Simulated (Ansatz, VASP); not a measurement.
**LaTa: VASP beside Ansatz**

Wanted: the spread between two codes on one cell, functional and k mesh. The cell is invented: As first built, before any earlier steps moved the atoms: it takes the YZr structure with all of its atoms replaced by other elements, volume scaled by an estimate. It may not be a known or stable phase. The cell comes out of the VASP series on this material, whose earlier steps may have relaxed, scaled or displaced it; both programs get it as it stands.

Program: Ansatz 0.2.0. Level of theory: plane waves, with VASP 6.6.1 beside it; relaxation of cell and atoms at PBEsol. Results are calculated unless marked as measured.

## Step 1: The structure

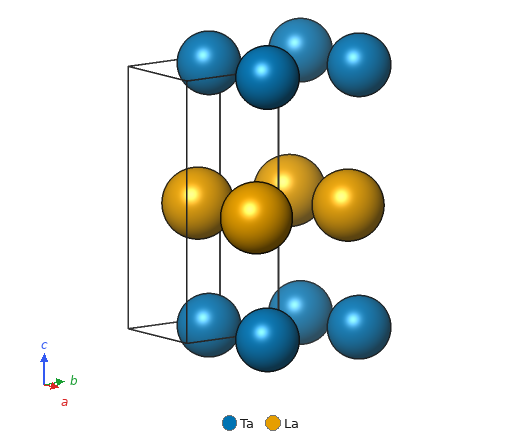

The starting structure, seen slightly off an axis (tantalum blue, lanthanum orange). 2×2×1 cells are drawn. Some periodic images of atoms are drawn too.

## Step 2: Ansatz: relaxation of cell and atoms, PBEsol

Ansatz runs on its default PAW (the set named soft_2) files.

The relaxed volume is the usual yardstick between codes: its relative difference is about their pressure difference at one cell divided by the bulk modulus.

Contents of input.yaml:

```yaml
crystal:
  lattice:
    - [3.121223225, -5.33e-08, 0.0]
    - [-1.5606112062, 2.7030587595, 0.0]
    - [0.0, 0.0, 5.4411001379]
  atoms:
    - { symbol: Ta, position: [0.33333333, 0.66666667, 0.0] }
    - { symbol: La, position: [0.66666667, 0.33333333, 0.5] }
hamiltonian:
  xc: pbesol
  pseudopotentials: { kind: paw }
kpoints:
  mp_grid: { grid: [12, 12, 6] }
scf:
  occupations: { method: methfessel_paxton, width: 0.2 }
relax:
  f_tol: 0.01
  max_steps: 60
  cell: { stress_tol: 0.05 }
output:
  forces: true
  stress: true
```

Run with:

```sh
$ ansatz run input.yaml --threads 4 --pin off --max-ram 9216MiB --backend cpu --events-out ev --progress --plain --runs-dir out
```

Numbers of over 12 decimals in the logs are rounded to 6 here.

Log:

```text
Warning: the atoms were moved onto the symmetric positions of the space group found under crystal.symmetry.tolerance 1.0e-5 (fractional; no operation is sought that the atoms, as they stand in a round, miss by more than twice it, and no atom is moved by as much as it), and the run uses the moved positions. Before a round's move an operation carried an atom to 3.12e-8 Å from where it should land, the largest such dist [...]
Engine: ansatz 0.2.0, x86_64-unknown-linux-gnu
Pseudopotentials: kind: paw
Pseudopotential: Ta, paw, valence charge 13, recommended cutoff 420 eV (normal), Ta.paw.azcp
Pseudopotential: La, paw, valence charge 11, recommended cutoff 420 eV (normal), La.paw.azcp
Functional definition: PBEsol
  exchange = pbesol_x
  correlation = pbesol_c
Crystal: 2 atoms, lattice volume = 45.906 Å³
Basis set: ecut = 420 eV, 895 PW (Γ), exchange–correlation on 48×48×80 points (8 copies of the dense FFT grid, shifted against one another)
Bands: 16, of which v1, the nominal top of the filled ones, is band 12 counted from 1 (11 counted from 0)
Symmetry: 12 space group operations
Space group: P-6m2 (ITA 187), of the structure as read, at distance tolerance 3.6e-5 Å
k-points: 76 of 864 (time reversal used)
Non-local potential: Ta, projectors of the file, l = 0: 3, l = 1: 2, l = 2: 2, l = 3: 1
Non-local potential: La, projectors of the file, l = 0: 3, l = 1: 2, l = 2: 2, l = 3: 3
PAW form: soft (Blöchl's): semilocal exchange-correlation on the pseudo side does not see the compensation charge
PAW frozen core: Ta, regenerated for the run's functional, and the local potential with it (the file was generated under x = pbe(κ = 0.804, μ = 0.219515), c = pbe(β = 0.066725))
PAW frozen core: La, regenerated for the run's functional, and the local potential with it (the file was generated under x = pbe(κ = 0.804, μ = 0.219515), c = pbe(β = 0.066725))
PAW one-centre angular grid: Ta, 590 points (default); XC on 64 Gauss nodes
PAW one-centre angular grid: La, 590 points (default); XC on 64 Gauss nodes
Initial density: superposition of atomic densities (neutral atoms: chi_scale 0, normalization atom), corrected by the library's trained network
Initial wavefunctions: pseudopotential atomic-orbital guess
Functional: x = pbesol(κ = 0.804, μ = 0.123457), c = pbesol(β = 0.046)
SCF iter   1: F=—  HF=-15966.507782 eV  |F-HF|=—  |Δ(HF+E_count)|=         —  Δρ=1.12e-2  dr2=2.46e-1  ethr=1.77e-3  ⟨swp⟩=4.0  Hψ=5352  notcnv=0
preconditioner: auto → Kerker (q_TF=auto, 2.449 Å⁻¹)  [metal: Δε(μ)=0.025 eV  Ē_g=9.229 eV  σ=0.200 eV  W_gap=0.10  n_scr=10 (ndim 8)  ℏωp=20.5 eV  f_vac=0.000  D(μ)=2.22/eV (n_scr^D=22)]
SCF iter   2: F=—  HF=-15966.486480 eV  |F-HF|=—  |Δ(HF+E_count)|=   2.13e-2  S|Δr|=    0.00e0  Δρ=3.29e-3  dr2=3.35e-3  ethr=1.02e-3  ⟨swp⟩=1.9  Hψ=1956  notcnv=0
SCF iter   3: F=—  HF=-15966.486174 eV  |F-HF|=—  |Δ(HF+E_count)|=   3.07e-4  S|Δr|=    0.00e0  Δρ=1.94e-3  dr2=1.08e-3  ethr=1.39e-5  ⟨swp⟩=2.0  Hψ=2057  notcnv=0
SCF iter   4: F=—  HF=-15966.486129 eV  |F-HF|=—  |Δ(HF+E_count)|=   4.45e-5  S|Δr|=    0.00e0  Δρ=5.11e-4  dr2=8.06e-5  ethr=4.48e-6  ⟨swp⟩=1.1  Hψ=1221  notcnv=0
SCF iter   5: F=—  HF=-15966.486121 eV  |F-HF|=—  |Δ(HF+E_count)|=   7.65e-6  S|Δr|=    0.00e0  Δρ=6.22e-5  dr2=1.44e-6  ethr=3.36e-7  ⟨swp⟩=2.3  Hψ=1570  notcnv=0
SCF iter   6: F=-15966.486122 eV  HF=-15966.486122 eV  |F-HF|=6.26e-9  |Δ(HF+E_count)|=   8.37e-8  S|Δr|=    0.00e0  Δρ=7.50e-6  dr2=2.15e-8  ethr=4.17e-10  ⟨swp⟩=5.7  Hψ=5244  notcnv=0
SCF 1 converged in 6 iterations: F = -15966.486122 eV  dr2 = 2.15e-8
  greatest PAW one-centre occupation: 1.000 electrons in one spin orbital (limit 2), on the Ta atom at site 0 (counted from 0), in its partial waves of l = 0
relax step   1: F+E_penalty+E_count = -15966.48612151 eV  Δ(F+E_penalty+E_count) = +0.000e0 eV  max|allowed force component| = 2.544e-17 eV/Å  Δτ_max = 0.0000 Å  P = -0.199 GPa  Ω = 45.906 Å³  (6 SCF iters, dr2 threshold 1.00e-7 eV, accepted)
[...]
relax step   2: F+E_penalty+E_count = -15966.48987293 eV  Δ(F+E_penalty+E_count) = -3.751e-3 eV  max|allowed force component| = 2.776e-17 eV/Å  Δτ_max = 0.0000 Å  P = +0.074 GPa  Ω = 45.744 Å³  energy of the carried Pulay correction = +2.335e-5 eV  (6 SCF iters, dr2 threshold 2.00e-7 eV, accepted)
[...]
relax step   3: F+E_penalty+E_count = -15966.49001182 eV  Δ(F+E_penalty+E_count) = -1.389e-4 eV  max|allowed force component| = 2.544e-17 eV/Å  Δτ_max = 0.0000 Å  P = -0.033 GPa  Ω = 45.798 Å³  energy of the carried Pulay correction = +1.577e-5 eV  (5 SCF iters, dr2 threshold 1.11e-7 eV, accepted)
[...]
relax step   4: F+E_penalty+E_count = -15966.49000301 eV  Δ(F+E_penalty+E_count) = +8.804e-6 eV  max|allowed force component| = 3.932e-17 eV/Å  Δτ_max = 0.0000 Å  P = -0.033 GPa  Ω = 45.798 Å³  stress off target by 3.63e-2 GPa  SCF on the basis re-selected at this cell (its energy is not comparable with the rows above)  (5 SCF iters)
basis re-selected at this cell: Δ(F+E_penalty+E_count) = +8.804e-6 eV, ΔP = -0.000 GPa vs the last step (what re-selecting the basis moved, of the pressure what is left beyond the Pulay correction that the steps carried, after the strain that the cell walked since its last selection, with what the two solves' SCF thresholds leave and, on support functions, any second-order correction that the steps lacked; it is no m [...]
SCF converged after 5 iterations
Stability not checked: this state was not tested for a lower state beside it, because cold or Methfessel-Paxton smearing, or corrected tetrahedra, fill the levels in a way that the test cannot read (fill_not_monotonic; see scf.lower_state_search)
Free energy (F): -15966.490003 eV
Harris-Foulkes:  -15966.490003 eV  (|F-HF|=1.46e-11)
Internal energy: -15966.491600 eV  (E = F + TS)
E sigma→0 (E₀):  -15966.490402 eV
Entropy (-TS):   0.001597 eV (0.798 meV/atom)
Fermi energy:    16.479050 eV
Step filling:    the computed levels leave a gap of 0.0118 eV = 0.1 smearing widths at the electron count; against every level under it full and every level over it empty, smearing changes F+E_penalty+E_count by -0.302 meV and its σ→0 estimate by -0.701 meV
--- Per-component energies (eV) ---
  E_band       = -119.732599
  E_kinetic    = 563.662992
  E_local      = -886.024522  (includes V_loc(G=0)·N_el)
  E_nonlocal   = 114.522175
  E_hartree    = 310.170075
  E_xc         = -356.887894
  E_vxc        = -353.283343  (∫ρ·V_xc dr)
  E_paw        = -13601.034626  (= ΣΔE_a)
  E_vpaw       = -178.950186  (= ΣTr[D̂ρ^β])
  E_aug_tail   = 0.000141  (compensation charges beyond the density's cutoff)
  E_ewald      = -2111.283098
  E_core_change = 0.383156  (= ΣΔE_core)
  E_smearing   = 0.001597  (= −TS)
  E_closure    = 0.000000  (closes the sum)
  Σ components = -15966.490003   (vs F -15966.490003, Δ=0.00e0)
--- Forces (eV/Å), atoms counted from 1 ---
  atom   1  Ta    -0.00000000    -0.00000000     0.00000000
  atom   2  La    -0.00000000     0.00000000     0.00000000
  max |Σ_I F_I| component: 9.25e-17 eV/Å
--- Stress (GPa, compression-positive) ---
       -0.031663       0.000000       0.000000
        0.000000      -0.031663       0.000000
        0.000000       0.000000      -0.036289
  P = ⅓ Tr σ = -0.0332 GPa (-0.332 kbar)
--- Relaxed structure (3 steps of the walk, 3 accepted, 1 SCFs on fresh bases) ---
  F+E_penalty+E_count = -15966.49000301 eV   max|allowed force component| = 3.932e-17 eV/Å   (the final SCF, on the basis selected at the relaxed cell)
  cell:  # Å, volume = 45.7981 Å³
    - [3.099422, -2.594027799840323e-7, 0.0]
    - [-1.549711, 2.684178, 0.0]
    - [0.0, 0.0, 5.504975]
  atoms:
    - { symbol: Ta, position: [0.333333, 0.666667, 0.0] }
    - { symbol: La, position: [0.666667, 0.333333, 0.5] }
```

Elapsed: 8 s, on 4 threads of Intel Xeon Platinum 8259CL at 2.50GHz (Skylake/Cascade Lake), shared host; peak memory 0.51 GiB; 26 s of CPU time.

[end of part 1 of 2]

[Lines on the potential files, build, host, timing and source positions are cut from VASP's logs without a mark.]

[Logs are printed without paths, hosts, clocks, repeated set-up lines and the standing remarks that a program may print on its own settings, such as how far it seeks lower states.]

[Hosts, paths, dates, database ids (printed as entryN), source tags and the programs' standing remarks are cut or masked in the printed files.]
